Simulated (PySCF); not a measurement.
CaIn (charge +1)

| atom | x (Å) | y (Å) | z (Å) |
| --- | --- | --- | --- |
| Ca | 0.0000 | 0.0000 | -2.7111 |
| In | 0.0000 | 0.0000 | 0.9429 |

Core potentials replace the inner electrons of In.

The calculation used PBE0/def2-SVPD, non-relativistic Hamiltonian with scalar-relativistic core potentials where named, at a bond length of 3.654 Å in PySCF 2.14.0.

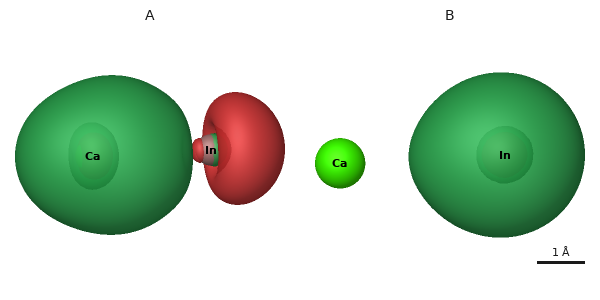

Figure 1. Two frontier orbitals, each drawn at the value that holds 80 % of its norm (green and red are the two phases), in no order; of a degenerate pair one member is drawn.

Question: Label each orbital by symmetry, say whether it is occupied, and order them by energy.

Answer: Orbital B: σ, occupied, −13.65 eV; mainly on In (95 %).
Orbital A: σ, occupied, −8.68 eV; shared between the atoms (Ca 65 %, In 35 %).

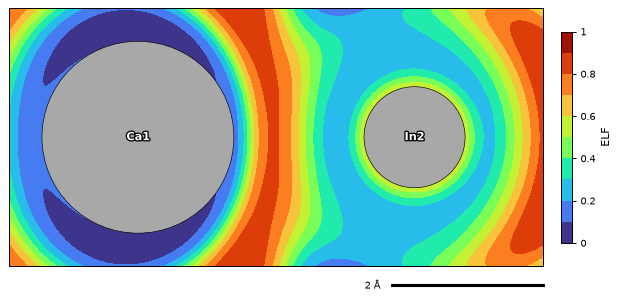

Figure 2. ELF on a plane that holds the molecular axis. Grey discs cover the atomic cores.

Question: Describe what can be read from this map.

Answer: The plane passes through Ca and In nuclei. Ca–In (3.65 Å): the ELF peaks at about 0.80 in the valence shell of In, 1.9 Å from its nucleus, and drops to about 0.25 between the two atoms.

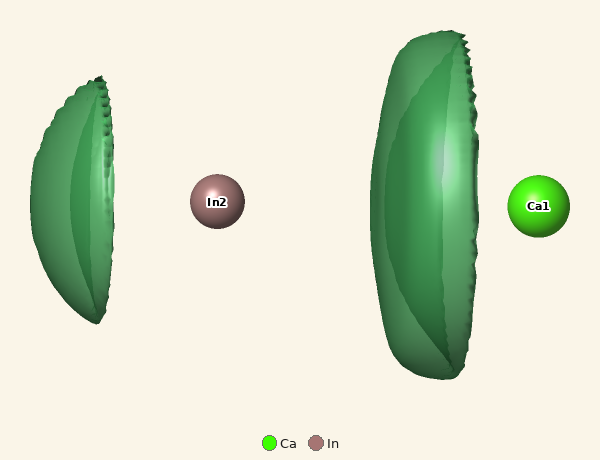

Figure 3. Isosurface of the ELF at 0.8 (green), seen from one side. Only the valence region is drawn (cores and ρ < 0.01 e/Å³ removed).

Question: Describe the localisation domains.

Answer: The ELF exceeds this value in one lobe of the valence shell of Ca pointing towards In (polar bonds) and one lobe on In, pointing away from the bonds (lone pairs).
